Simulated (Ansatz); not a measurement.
# F5HOW: what the fields show

```yaml
atoms:
  - { symbol: F, position_ang: [1.4224, 0.1542, 1.2325] }
  - { symbol: F, position_ang: [-1.0911, 0.4921, -1.4593] }
  - { symbol: F, position_ang: [0.9381, 1.8319, -0.6459] }
  - { symbol: F, position_ang: [-0.9267, 1.2846, 1.0275] }
  - { symbol: F, position_ang: [1.2582, -0.6387, -1.2541] }
  - { symbol: O, position_ang: [-0.6583, -1.2856, 0.4533] }
  - { symbol: W, position_ang: [0.1347, 0.2626, -0.0921] }
  - { symbol: H, position_ang: [-1.0773, -2.1011, 0.7381] }
```

Geometry: PBE0-D4/def2-SVP; core potentials replace the inner electrons of W.

Method: isolated molecule in a Gaussian basis; Kohn-Sham density functional theory, functional PBE0 (Ansatz).

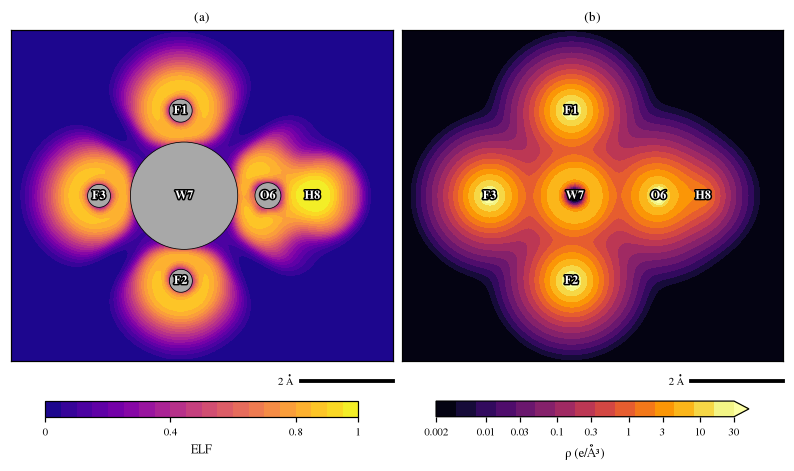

Figure 1. (a) electron localisation function; (b) electron density on the plane of atoms F1, W7 and F3. Grey discs cover the atomic cores in the ELF map.

Question: Describe what can be read from this map.

Answer: The plane passes through F, O, W and H nuclei. W–O (1.82 Å): ρ at the midpoint is about 1.2 e/Å³; the ELF peaks at about 0.80 in the valence shell of O, 0.5 Å from its nucleus, and drops to about 0.25 between the two atoms. W–F (1.85 Å): ρ is about 1.1 e/Å³ halfway; the ELF peaks at about 0.85 in the valence shell of F, 0.5 Å from its nucleus, and drops to about 0.20 between the two atoms. O–H (0.96 Å): ρ at the midpoint is about 3.8 e/Å³; the ELF climbs to about 1 towards the hydrogen, as it does in any bond to H (an ordinary covalent bond to hydrogen).

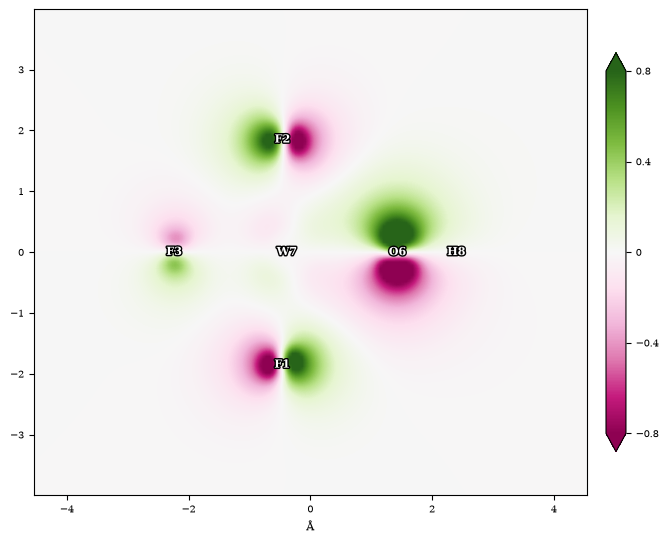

Figure 2. The HOMO on the plane of atoms F2, W7 and F3 (values in Å⁻³ᐟ²; the overall sign is arbitrary).

Question: What is the character of this orbital?

Answer: By Hirshfeld shares it lies mainly on O6 (about 50 %), F1 (about 20 %) and F2 (about 20 %); largely a combination of lone pairs on O6, F1 and F2. It is one of a degenerate set, so its orientation is arbitrary. Its energy is −11.62 eV.

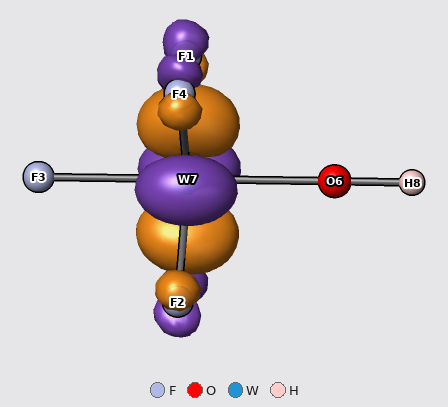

Figure 3. One frontier orbital at ±0.3 Å⁻³ᐟ² (orange and purple are the two phases), seen at a tilt.

Question: Which orbital is it: HOMO or LUMO?

Answer: The LUMO, at −4.22 eV. Its weight (Hirshfeld) is mainly on W7 (about 65 %), F1 (about 10 %), F4 (about 10 %), F2 (about 10 %) and F5 (about 10 %).
